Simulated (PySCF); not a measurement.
Vertical excitations of a molecule C₂H₄BF₂N from TDDFT-ωB97X/def2-SVPD (PySCF 2.14.0), as energy in eV (oscillator strength): 4.04 (0.002), 7.08 (0.389), 7.22 (0.000), 7.89 (0.025), 8.85 (0.004), 8.92 (0.029), 9.14 (0.000), 9.17 (0.209), 9.20 (0.005), 9.73 (0.002). Lowest triplet (TDA): 3.24 eV. Geometry: B3LYP-D3(BJ)/def2-SVP. One conformer was computed; it need not be the lowest.

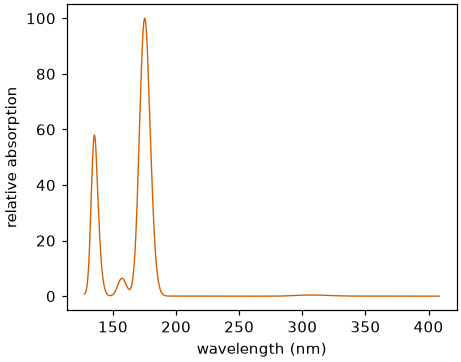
Figure: The lines broadened by 0.4 eV.

Identify the compound among the candidates.
(A) C/N=C/B(F)F
(B) NB(F)/C=C\F
(C) C/C=N/B(F)F
(D) C=C(F)B(N)F

A, C/N=C/B(F)F
